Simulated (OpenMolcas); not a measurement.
## C2H6FIn (SMILES C[CH](F)[InH2]): the dipole moment, rung by rung

The species is C2H6FIn (10 atoms), meant as a singlet with charge 0. As SMILES, `C[CH](F)[InH2]`. The coordinates come from a PBE0-D4/def2-TZVP relaxation.

Quantity: the dipole moment, in D. The values are calculated.

| level | kind | program | value (D) | CPU time |
| --- | --- | --- | --- | --- |
| HF/def2-SVP (core potential) | Hartree–Fock | OpenMolcas | 2.11 | 14 s |
| SVWN5/def2-SVP (core potential) | LDA | OpenMolcas | 1.64 | 43 s |
| PBE/def2-SVP (core potential) | GGA | OpenMolcas | 1.58 | 63 s |
| revPBE/def2-SVP (core potential) | GGA | OpenMolcas | 1.57 | 61 s |
| B3LYP/def2-SVP (core potential) | global hybrid | OpenMolcas | 1.71 | 56 s |
| BHLYP/def2-SVP (core potential) | global hybrid | OpenMolcas | 1.89 | 54 s |
| M06-2X/def2-SVP (core potential) | hybrid meta-GGA | OpenMolcas | 1.82 | 65 s |
| PBE0/def2-SVP (core potential) | global hybrid | OpenMolcas | 1.74 | 53 s |

The values span 1.57 to 2.11 D. Magnitudes only. CPU times are rough (shared hosts, several kinds of processor and program).

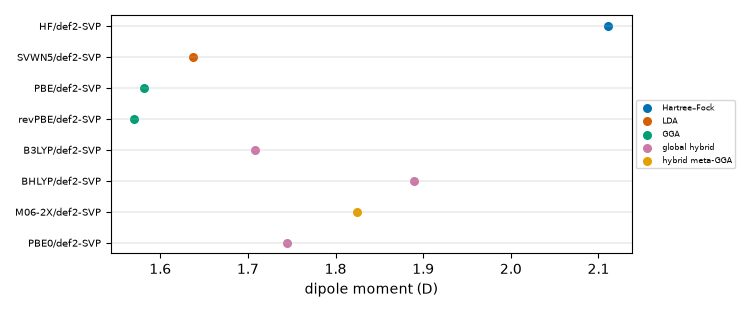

The values of the table, level by level.
